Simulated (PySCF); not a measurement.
**C2H12SSi4: density, localisation and related maps**

Input

```
{"job": {"kind": "nmr", "xc": "PBE0", "basis": "pcSseg-1"}, "charge": 0, "multiplicity": 1}
C     -2.543035    -0.447590    -0.918083
C     -2.083598     0.129097     0.182101
Si    -0.440220    -0.286101     1.010283
Si    -0.657469    -1.776197     2.767861
S      0.866091    -1.213062    -0.453426
Si     1.274576     0.305816    -1.929660
Si     2.737133     1.914477    -1.149138
H     -3.504534    -0.208452    -1.346659
H     -1.963707    -1.189625    -1.445391
H     -2.703571     0.865299     0.680652
H      0.199035     1.004642     1.314485
H      0.608461    -2.027767     3.457266
H     -1.211706    -3.068971     2.364435
H     -1.575341    -1.198671     3.755703
H     -0.033814     0.818837    -2.342114
H      1.783538    -0.526800    -3.015531
H      2.371620     2.440895     0.170554
H      2.755383     3.051719    -2.072491
H      4.111355     1.421705    -1.038312
```

Run with:

```sh
OMP_NUM_THREADS=1 python probes_run.py task.json out
```

Geometry: GFN2-xTB.

The calculation used PBE0/pcSseg-1, SCF density, gas phase, non-relativistic in PySCF 2.14.0.

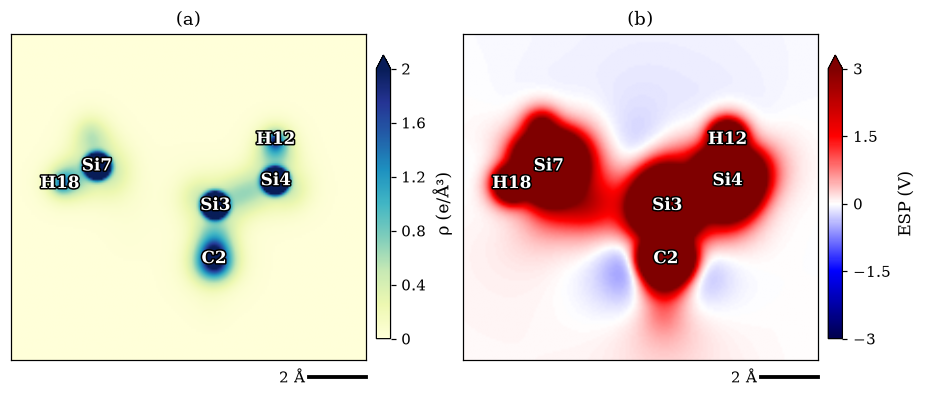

Figure 1. (a) total electron density; (b) electrostatic potential on the plane of atoms C2, Si3 and Si4.

**Read the bonding off the picture.**

The plane passes through C, Si and H nuclei. C–Si (1.89 Å): ρ is about 0.93 e/Å³ halfway. Si–Si (2.31 Å): ρ at the midpoint is about 0.67 e/Å³. Si–H (1.46 Å): the density is about 0.8 e/Å³ at the midpoint. Outside the dense part of the molecule the potential is most negative (−0.5 V) near C2.

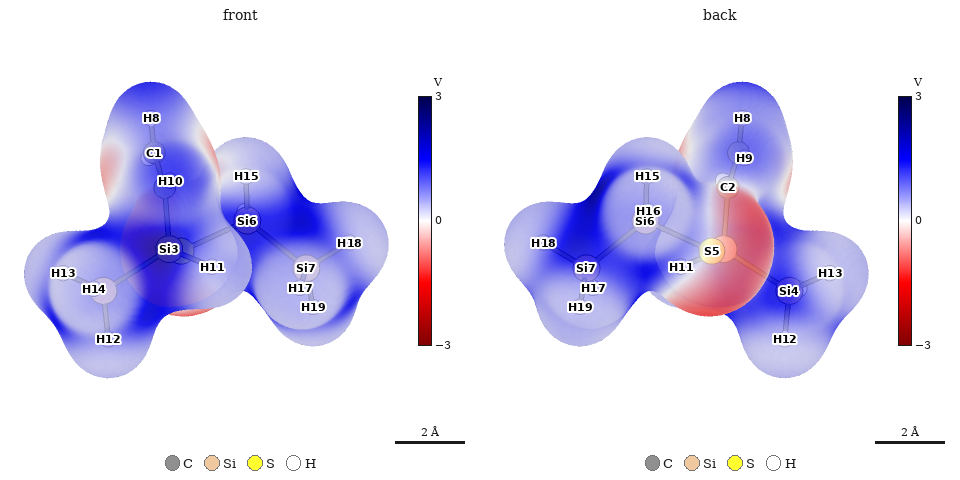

Figure 2. The electrostatic potential painted on the density surface at 0.004 e/bohr³, seen from the front and from behind; the colour scale runs from red (negative) to blue (positive).

**Where is the surface potential most negative and most positive?**

The most negative region (about −1.0 V) lies over S5, the most positive (about +2.1 V) over Si3 and Si6.
